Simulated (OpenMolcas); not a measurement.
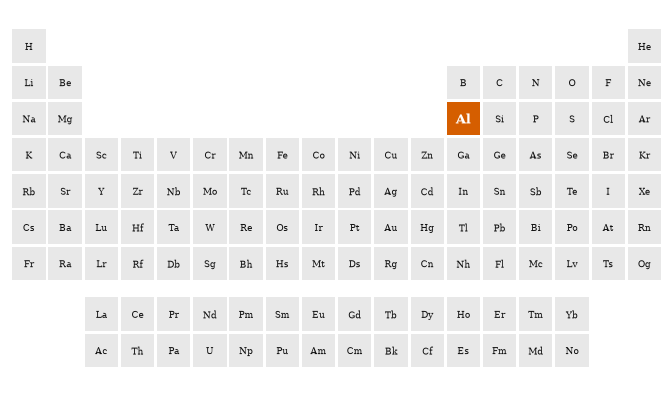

*The place of aluminium in the periodic table.*

**Multiconfigurational calculation for Al**

System: Al.
Method: state-averaged CASSCF, active space 3 electrons in the shells 3s 3p, basis ANO-RCC-VTZP, X2C scalar Hamiltonian, spin-orbit coupling by RASSI with atomic mean-field integrals (OpenMolcas).

## Outcome

- outcome: refused by the program
- hardware: 1 thread of Intel Xeon (Granite Rapids), 96 GiB of memory available, shared host

## What went wrong

This input holds a deliberate fault: wrong symmetry. The program refused the input: “You can't ask for more roots”. Limits: RASSCF multiplicity 2: _RC_INPUT_ERROR_.

## The input
```
&GATEWAY
Coord
1

Al 0.0 0.0 0.0
Basis=ANO-RCC-VTZP
Group=XYZ
NoMove
AngMom=0.0 0.0 0.0
AMFI
RX2C
&SEWARD
&RASSCF
FileOrb=start.orb
Symmetry=1
Spin=4
nActEl=3 0 0
Inactive=2 3
Ras2=1 3
CIRoot=1 1 1
SDav=1
CIMx=300
Iter=95 100
PrWF=0.3
OrbListing=Nothing
MaxOrb=0
Atom
>>> COPY $Project.JobIph JOB001
&RASSCF
FileOrb=start.orb
Symmetry=1
Spin=2
nActEl=3 0 0
Inactive=2 3
Ras2=1 3
CIRoot=11 11 1
SDav=11
CIMx=300
Iter=95 100
PrWF=0.3
OrbListing=Nothing
MaxOrb=0
Atom
CIOnly
>>> COPY $Project.JobIph JOB002
```

The file start.orb holds starting orbitals from an earlier step.

Run as:
```bash
OMP_NUM_THREADS=1 MOLCAS_MEM=2252 MOLCAS_PROJECT=a pymolcas a.inp > a.log  # once for each step of the input, in one work folder
```

## The program's output (extracts)
```
--- SEWARD ---
Basis set label: AL.ANO-RCC...5S4P2D1F.

      Electronic valence basis set:
      ------------------
      Associated Effective Charge  13.000000 au
      Associated Actual Charge     13.000000 au
      Nuclear Model: Point charge

      Shell  nPrim  nBasis  Cartesian Spherical Contaminant
         s      17       5        X
         p      12       4        X
         d       5       2                 X
         f       3       1                 X
RX2C
                  Relativistic X2C integrals
                  Atomic mean-field integrals
--- RASSCF ---
Wave function specifications:
      -----------------------------

      Number of closed shell electrons          10
      Number of electrons in active shells       3
      Max number of holes in RAS1 space          0
      Max nr of electrons in RAS3 space          0
      Number of inactive orbitals                5
      Number of active orbitals                  4
      Number of secondary orbitals              25
      Spin quantum number                      1.5
      State symmetry                             1
Orbital specifications:
      -----------------------

      Symmetry species                           1   2
                                                ag  au
      Frozen orbitals                            0   0
      Inactive orbitals                          2   3
      Active orbitals                            1   3
      RAS1 orbitals                              0   0
      RAS2 orbitals                              1   3
      RAS3 orbitals                              0   0
      Secondary orbitals                        12  13
      Deleted orbitals                           0   0
      Number of basis functions                 15  19
      Number of CSFs                             3
      Number of root(s) required                 1
      Iter CI   SX   CI       RASSCF       Energy    max ROT     max BLB   max BLB  Level Ln srch  Step   QN
          iter iter root      energy       change     param      element    value   shift minimum  type update
 Nr of preliminary CI iterations:   1
 ###############################################################################
 ###############################################################################
 ###                                                                         ###
 ###                                                                         ###
 ###    WARNING: Problems in orbital optimization.                           ###
 ###                                                                         ###
 ###                                                                         ###
 ###############################################################################
 ###############################################################################
  Warning: In symmetry  2, orbital p=   6 has diagonal density matrix element D(p,p) close to zero. D(p,p)=  4.558798E-25
        1   1    2    1  -242.22460238    0.00E+00   1.10E-07    1   8 2  1.15E-06   0.50   0.00    SX    NO
        ...
 ###############################################################################
 ###############################################################################
  Warning: In symmetry  2, orbital p=   6 has diagonal density matrix element D(p,p) close to zero. D(p,p)=  4.558798E-25
        4   1    2    1  -242.22460238   -1.14E-13   5.24E-08    5  11 2  8.41E-08   0.50   0.00    SX    NO
      Convergence after  4 iterations
        5   1    2    1  -242.22460238   -1.71E-13   5.24E-08    4  10 2  9.82E-08   0.50   0.00    SX    NO
      Natural orbitals and occupation numbers for root  1
      sym 1:   1.000000
      sym 2:   1.000000   1.000000   0.000000
::    RASSCF root number  1 Total energy:   -242.22460238
--- RASSCF ---
Wave function specifications:
      -----------------------------

      Number of closed shell electrons          10
      Number of electrons in active shells       3
      Max number of holes in RAS1 space          0
      Max nr of electrons in RAS3 space          0
      Number of inactive orbitals                5
      Number of active orbitals                  4
      Number of secondary orbitals              25
      Spin quantum number                      0.5
      State symmetry                             1
Orbital specifications:
      -----------------------

      Symmetry species                           1   2
                                                ag  au
      Frozen orbitals                            0   0
      Inactive orbitals                          2   3
      Active orbitals                            1   3
      RAS1 orbitals                              0   0
      RAS2 orbitals                              1   3
      RAS3 orbitals                              0   0
      Secondary orbitals                        12  13
      Deleted orbitals                           0   0
      Number of basis functions                 15  19
      Number of CSFs                             9
      Number of root(s) required                11
 ************ ERROR ***********
  You can't ask for more roots
  than there are configurations
 ******************************
--- Stop Module: rasscf at  /rc=_RC_INPUT_ERROR_ ---
.####################.
.# User input error #.
.####################.
```
